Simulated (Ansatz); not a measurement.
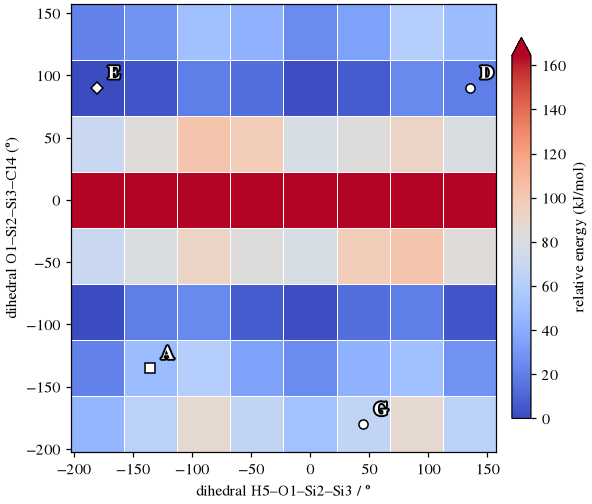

ClHOSi₂, SMILES O[Si]#[Si]Cl. Coordinates scanned: (1) dihedral H5–O1–Si2–Si3; (2) dihedral O1–Si2–Si3–Cl4. Nothing is relaxed (all other coordinates rigid). Grid: 8 × 8 points; 34 points were computed and 30 follow by symmetry. Energies: kJ/mol, counted from the lowest grid point. Energies and slopes of some neighbouring points disagree (a jump in structure or state, or too coarse a mesh). The restricted reference is unstable at some or all points, so the energies there are unreliable. These are results of RHF-MP2, frozen core/def2-TZVP in Ansatz, not measurements.

The picture shows one coloured cell a grid point, one colour for all values above the top of the scale, lettered points.

Is A the lowest point of the computed grid?

No. A lies 48 kJ/mol above the lowest grid point, which is at dihedral H5–O1–Si2–Si3 = −180°, dihedral O1–Si2–Si3–Cl4 = −90°.

Rank the lettered points by energy, lowest first.

E (0 kJ/mol), D (20 kJ/mol), A (48 kJ/mol), G (67 kJ/mol).
